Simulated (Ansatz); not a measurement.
These are PBE (plane waves to 420 eV, PAW; Ansatz, a first-principles code) values and carry that method's errors.

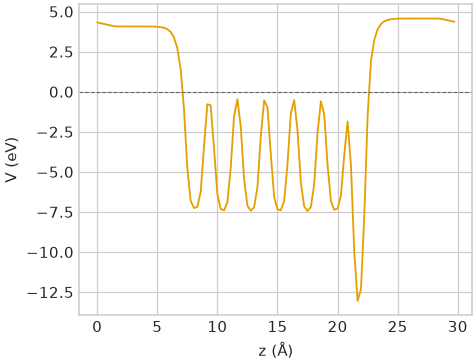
Fig. 1. Planar average of the electrostatic potential across the slab, in eV from the Fermi level, for a constructed model of the (111) surface of fcc Al, a pseudomorphic layer of Cu in the host's stacking (bottom of the slab: a bare face, its two planes held)…

Model: 7-atom slab, 13.7 Å thick at the start with caps and adatoms (thin: gaps and levels are the slab's own), 15x15x1 mesh, Fermi-Dirac 0.1 eV, dipole correction, 2 atoms held, the rest relaxed; start symmetry kept, larger cells not searched; no spin, no spin-orbit, no U. It is one candidate, not shown to be the stable structure of the face.

The vacuum level lies 4.57 eV above the Fermi level over the top face and 4.07 eV above it under the bottom face.
